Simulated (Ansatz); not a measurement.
Results of RPBE (PAW; Ansatz, a first-principles code) for diamond.

Settings: plane-wave cutoff 520 eV, 16×16×16 k mesh, Fermi–Dirac smearing 0.01 eV, scalar-relativistic PAW data made under PBE.

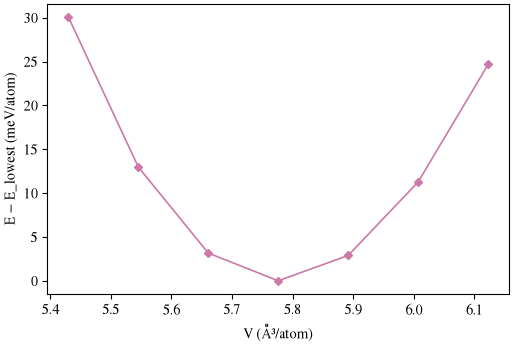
Figure: Total energy against volume

Task: From the curve, estimate the equilibrium volume and the bulk modulus.

Result: V0 ≈ 5.8 Å³/atom and B0 ≈ 420 GPa; the fit gives V0 = 5.777 Å³/atom, B0 = 419 GPa, B′ = 3.7.

Measured, for comparison: bulk modulus 455 GPa (0 K value with the zero-point phonon effect removed; as tabulated in Mejia-Rodriguez and Trickey (2018), arXiv:1807.09216); equilibrium volume per atom 5.61 Å³/atom (static lattice: zero-point anharmonic expansion removed; as tabulated in Mejia-Rodriguez and Trickey (2018), arXiv:1807.09216). Computed (rounded) less measured: bulk modulus -8 %, equilibrium volume per atom +3.0 %.
